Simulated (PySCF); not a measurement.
CH7BO4Si2, SMILES OB(O)[SiH2][SiH2]C(=O)O at its GFN2-xTB optimised geometry (Å):

```
15

O      2.3781     0.9227    -1.2029
C      1.7054     0.4620    -0.3173
O      1.1242     1.2547     0.6090
Si     1.2136    -1.3599     0.0000
Si    -1.1142    -1.3599     0.0000
B     -1.8442     0.4795     0.0000
O     -2.3781     1.1528     1.0552
O     -1.7546     1.1500    -1.1669
H      1.3432     2.1892     0.4514
H      1.8286    -1.6522     1.3037
H      1.9513    -2.1484    -0.9895
H     -1.5783    -2.1892    -1.1251
H     -1.5428    -2.1499     1.1795
H     -2.4383     0.7013     1.8942
H     -2.0830     2.0519    -1.1517
```

Calculation: PySCF with CAM-B3LYP/def2-TZVP. Cells within 0.4 Å of a nucleus heavier than hydrogen are left out (blank, or x).

Map of the Laplacian of the electron density (e/bohr⁵), clipped to [-1.50, 1.50] on the plane z = 0.0 Å:

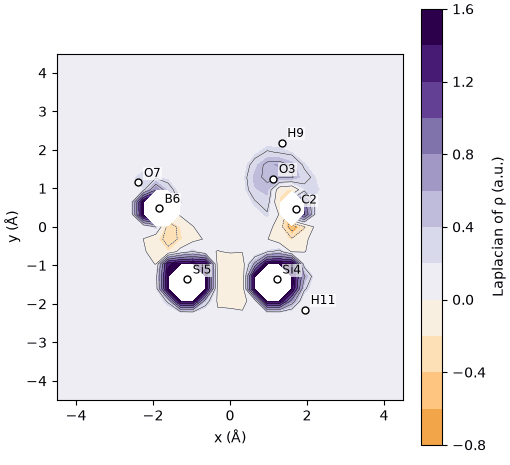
Laplacian of the electron density (e/bohr⁵), clipped to [-1.50, 1.50] on the plane z = 0.0 Å.
